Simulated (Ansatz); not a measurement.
**Si20H28 off sphere (InSi₁₉H₂₈−): removing an electron**

Aim: the energy of removing an electron for Si20H28 off sphere (InSi₁₉H₂₈−), by energy differences, and how well orbital energies stand in for it.

Program: Ansatz 0.2.0, Gaussian basis. Level of theory: as each input shows. These are calculated values, not measurements.

Plan: charge 0 doublet, at the geometry of the singlet (PBE0-D4/def2-SVP, PBE-D4/def2-SVP, revPBE-D4/def2-SVP); the starting singlet's energies come from earlier runs.

4 further runs of the same task are left out: 4 set aside as unsound or not needed. Runs told in other sessions of the task aren't counted.

**1. The geometry**

The singlet was relaxed beforehand with r2SCAN-D4/def2-SVP.

48 atoms, charge -1, spin multiplicity 1.

Atoms are counted from 1 here; the program's logs count them from 0.

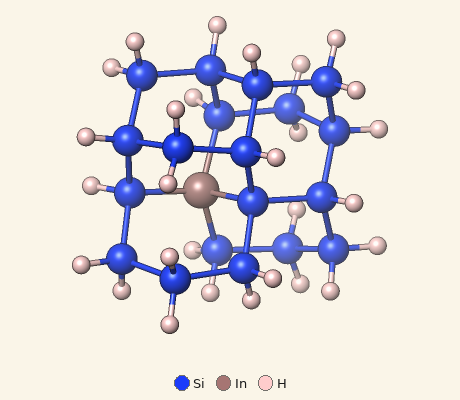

The geometry (silicon blue, indium brown, hydrogen pink).

In takes a core potential in the def2 sets. No spin-orbit coupling is included. The ion is computed in the gas phase, without counter-ions or solvent.

**2. Charge 0 doublet at the fixed geometry, PBE0-D4/def2-SVP**

in.yaml reads:

```yaml
crystal:
  periodic: [false, false, false]
  atoms:
    - {symbol: Si, position_ang: [-3.904011, 2.232287, -0.349225]}
    - {symbol: Si, position_ang: [-1.326417, -3.392544, 2.821757]}
    - {symbol: Si, position_ang: [1.839708, -3.460433, -0.460175]}
    - {symbol: Si, position_ang: [-1.116582, 2.126091, -3.030908]}
    - {symbol: Si, position_ang: [1.621145, -0.705318, -2.995289]}
    - {symbol: In, position_ang: [-1.378766, -0.886139, -0.357625]}
    - {symbol: Si, position_ang: [-1.124653, 1.982287, 2.503326]}
    - {symbol: Si, position_ang: [1.560922, -0.684468, 2.427923]}
    - {symbol: Si, position_ang: [1.564514, 2.025426, -0.212210]}
    - {symbol: Si, position_ang: [4.298790, -0.652616, -0.208448]}
    - {symbol: Si, position_ang: [-2.763155, -2.223856, 1.373793]}
    - {symbol: Si, position_ang: [-2.658880, 0.857548, -1.790666]}
    - {symbol: Si, position_ang: [-2.652654, 3.331796, 1.319823]}
    - {symbol: Si, position_ang: [0.321401, -2.241442, -1.774199]}
    - {symbol: Si, position_ang: [0.254744, -2.003384, 3.879119]}
    - {symbol: Si, position_ang: [2.932704, -2.060993, 1.089984]}
    - {symbol: Si, position_ang: [0.230046, 0.672385, -4.311272]}
    - {symbol: Si, position_ang: [0.391096, 3.386198, -1.733156]}
    - {symbol: Si, position_ang: [2.919773, 0.667639, -1.582059]}
    - {symbol: Si, position_ang: [0.174875, 0.648296, 1.081311]}
    - {symbol: H, position_ang: [-4.714958, 3.287023, -1.054571]}
    - {symbol: H, position_ang: [-4.898704, 1.368649, 0.376059]}
    - {symbol: H, position_ang: [-2.051037, -4.135093, 3.913766]}
    - {symbol: H, position_ang: [-0.563377, -4.434784, 2.057123]}
    - {symbol: H, position_ang: [2.931732, -4.093470, -1.281671]}
    - {symbol: H, position_ang: [1.162160, -4.585302, 0.265466]}
    - {symbol: H, position_ang: [-1.775765, 3.081848, -3.992952]}
    - {symbol: H, position_ang: [2.589402, -1.382340, -3.932104]}
    - {symbol: H, position_ang: [-1.942589, 1.093493, 3.396303]}
    - {symbol: H, position_ang: [-0.333284, 2.885260, 3.410382]}
    - {symbol: H, position_ang: [2.503302, 0.112914, 3.293879]}
    - {symbol: H, position_ang: [2.478066, 2.899032, 0.607473]}
    - {symbol: H, position_ang: [5.245073, -1.472565, -1.040335]}
    - {symbol: H, position_ang: [5.140444, 0.231579, 0.667598]}
    - {symbol: H, position_ang: [-3.711976, -3.248645, 0.809249]}
    - {symbol: H, position_ang: [-3.607673, -1.349914, 2.261614]}
    - {symbol: H, position_ang: [-3.640552, 0.328223, -2.805397]}
    - {symbol: H, position_ang: [-3.624869, 3.931629, 2.299934]}
    - {symbol: H, position_ang: [-1.922314, 4.490310, 0.710503]}
    - {symbol: H, position_ang: [-0.237249, -3.199735, -2.795526]}
    - {symbol: H, position_ang: [1.166947, -2.852797, 4.721765]}
    - {symbol: H, position_ang: [-0.467125, -1.095435, 4.833872]}
    - {symbol: H, position_ang: [3.814936, -2.896193, 1.980180]}
    - {symbol: H, position_ang: [-0.637958, -0.191892, -5.183139]}
    - {symbol: H, position_ang: [1.083262, 1.492537, -5.240085]}
    - {symbol: H, position_ang: [1.396807, 4.001109, -2.668738]}
    - {symbol: H, position_ang: [-0.301340, 4.529655, -1.054148]}
    - {symbol: H, position_ang: [3.785440, 1.552448, -2.440102]}
basis:
  gaussian: {orbitals: def2-SVP, fitting: {mean_field: def2-universal-jkfit}}
magnetization: {spin_polarized: true, initial_magnetization: 1}
hamiltonian: {xc: pbe0, dispersion: d4}
scf: {omitted_lower_state_checks: [starts]}
output: {orbitals: {seedname: orbitals}}
```

Run with:

```bash
$ ansatz run in.yaml --threads 2 --pin off --events-out ev --progress --plain --max-ram 22528MiB --backend cuda --devices 0, --max-vram 18GiB
```

What it wrote:

```text
Functional definition: PBE0
  name "PBE0"
  cite "Adamo & Barone, J. Chem. Phys. 110, 6158 (1999) doi:10.1063/1.478522"
  cite "Perdew, Burke & Ernzerhof, Phys. Rev. Lett. 77, 3865 (1996) doi:10.1103/PhysRevLett.77.3865"
  parent pbe
  parameter a = 0.25
  parameter kappa = 0.804
  parameter beta = 0.06672455060314922
  exchange = (1 - a)*pbe_x(kappa = kappa, mu = beta*pi^2/3) + a*exact_x
  correlation = pbe_c(beta = beta)
these checks for a lower state are left out or cut short: starts
3154 factors; integrals over basis functions are off by at most 3.3e-1 eV
mean field evaluation 1: about -155197.1373 eV, gradient 1.7e1 eV
mean field evaluation 2: about -155194.9161 eV, gradient 2.5e1 eV
mean field evaluation 4: about -155199.4046 eV, gradient 2.4e0 eV
mean field evaluation 8: about -155199.4449 eV, gradient 1.7e-1 eV
mean field evaluation 16: about -155199.4468 eV, gradient 4.0e-2 eV
mean field -155199.44724936 eV, -5703.4744884503 hartree, gradient 7.1e-6 eV, S^2 0.757764; 0 other end points of the search recorded, 0 dependent functions left out
reference -155199.44731445 eV, -5703.4744908423 hartree; 158, 157 occupied and 350, 351 virtual orbitals, 3154 factors
Total energy: -155202.44564809 eV, -5703.5846775711 hartree
Checks for a lower state left out: starts
```

Wall time 13 s (1 × H100 (card shared with other runs) with 2 threads of AMD EPYC 7R13, shared host); peak host memory 1.2 GiB.

HOMO -6.83 eV, LUMO -5.71 eV (over both spins); ⟨S²⟩ 0.758 (pure: 0.75).

**3. Charge 0 doublet at the fixed geometry, PBE-D4/def2-SVP**

start.molden holds the orbitals of an earlier run on this state, given as this run's starting guess.

in.yaml, as its differences from that of step 2:

```diff
@@ -52,5 +52,5 @@
 basis:
-  gaussian: {orbitals: def2-SVP, fitting: {mean_field: def2-universal-jkfit}}
+  gaussian: {orbitals: def2-SVP, fitting: {mean_field: def2-universal-jkfit}, initial_orbitals: start.molden}
 magnetization: {spin_polarized: true, initial_magnetization: 1}
-hamiltonian: {xc: pbe0, dispersion: d4}
+hamiltonian: {xc: pbe, dispersion: d4}
 scf: {omitted_lower_state_checks: [starts]}
```

Launched as before.

What it wrote:

```text
Functional definition: PBE
  name "PBE"
  cite "Perdew, Burke & Ernzerhof, Phys. Rev. Lett. 77, 3865 (1996) doi:10.1103/PhysRevLett.77.3865"
  parent pbe
  parameter kappa = 0.804
  parameter beta = 0.06672455060314922
  exchange = pbe_x(kappa = kappa, mu = beta*pi^2/3)
  correlation = pbe_c(beta = beta)
these checks for a lower state are left out or cut short: starts
3154 factors; integrals over basis functions are off by at most 3.3e-1 eV
mean field evaluation 1: about -155183.3996 eV, gradient 9.8e0 eV
mean field evaluation 2: about -155183.8187 eV, gradient 4.9e-1 eV
mean field evaluation 4: about -155183.8118 eV, gradient 1.7e0 eV
mean field evaluation 8: about -155183.8419 eV, gradient 1.2e-2 eV
mean field evaluation 16: about -155183.8419 eV, gradient 3.2e-4 eV
mean field -155183.84194389 eV, -5702.9010040519 hartree, gradient 2.7e-6 eV, S^2 0.751910; 0 other end points of the search recorded, 0 dependent functions left out
reference -155183.84203040 eV, -5702.9010072312 hartree; 158, 157 occupied and 350, 351 virtual orbitals, 3154 factors
Total energy: -155187.12469892 eV, -5703.0216430740 hartree
Checks for a lower state left out: starts
```

Run time: 12 s. Hardware: 1 × H100 (card shared with other runs) with 2 threads of AMD EPYC 7R13, shared host; peak host memory 1.2 GiB.

HOMO -5.95 eV, LUMO -5.97 eV (over both spins; with the spin held, an empty level of the minority spin lies below the top filled one); ⟨S²⟩ 0.752 (pure: 0.75).

**4. Charge 0 doublet at the fixed geometry, revPBE-D4/def2-SVP**

in.yaml, as its differences from that of step 3:

```diff
@@ -54,3 +54,3 @@
 magnetization: {spin_polarized: true, initial_magnetization: 1}
-hamiltonian: {xc: pbe, dispersion: d4}
+hamiltonian: {xc: {name: revPBE}, dispersion: d4}
 scf: {omitted_lower_state_checks: [starts]}
```

Launched as before.

What it wrote, cut to the lines that bear on the results:

```text
Functional definition: revPBE
  name "revPBE"
  cite "Zhang & Yang, Phys. Rev. Lett. 80, 890 (1998) doi:10.1103/PhysRevLett.80.890"
  cite "Perdew, Burke & Ernzerhof, Phys. Rev. Lett. 77, 3865 (1996) doi:10.1103/PhysRevLett.77.3865"
[...]
3154 factors; integrals over basis functions are off by at most 3.3e-1 eV
[...]
mean field -155231.41627542 eV, -5704.6493284886 hartree, gradient 3.0e-6 eV, S^2 0.752216; 0 other end points of the search recorded, 0 dependent functions left out
reference -155231.41638259 eV, -5704.6493324270 hartree; 158, 157 occupied and 350, 351 virtual orbitals, 3154 factors
Total energy: -155238.04334104 eV, -5704.8928686580 hartree
Checks for a lower state left out: starts
```

Wall time 9.6 s (1 × H100 (card shared with other runs) with 2 threads of AMD EPYC 7R13, shared host); peak host memory 1.2 GiB.

HOMO -5.93 eV, LUMO -5.93 eV (over both spins; with the spin held, an empty level of the minority spin lies below the top filled one); ⟨S²⟩ 0.752 (pure: 0.75).

**5. Vertical ionisation energy**

Charged state less starting state, singlet to doublet; the starting state's energies are those of its earlier runs.

```
             level  vertical ionisation energy (eV)  time
   PBE-D4/def2-SVP                            +4.48  18 s
revPBE-D4/def2-SVP                            +4.55  13 s
  PBE0-D4/def2-SVP                            +4.78  19 s
```

Times add the two runs; a level without a time comes out of a correlated run.

Beside −ε(HOMO) of the starting state:

| level | −ε(HOMO) (eV) | by difference (eV) | mismatch (eV) |
| --- | --- | --- | --- |
| PBE-D4/def2-SVP | 2.77 | 4.48 | -1.70 |
| revPBE-D4/def2-SVP | 2.74 | 4.55 | -1.81 |
| PBE0-D4/def2-SVP | 3.68 | 4.78 | -1.10 |

**6. Outcome**

| quantity | value |
| --- | --- |
| vertical ionisation energy, functionals in def2-SVP | 4.48 (PBE-D4) to 4.78 eV (PBE0-D4) |

In words: The vertical ionisation energy spans 4.48 to 4.78 eV over the functionals. −ε(HOMO) misses the level's own difference by -1.10 eV at best (PBE0-D4) and -1.81 eV at worst (revPBE-D4).
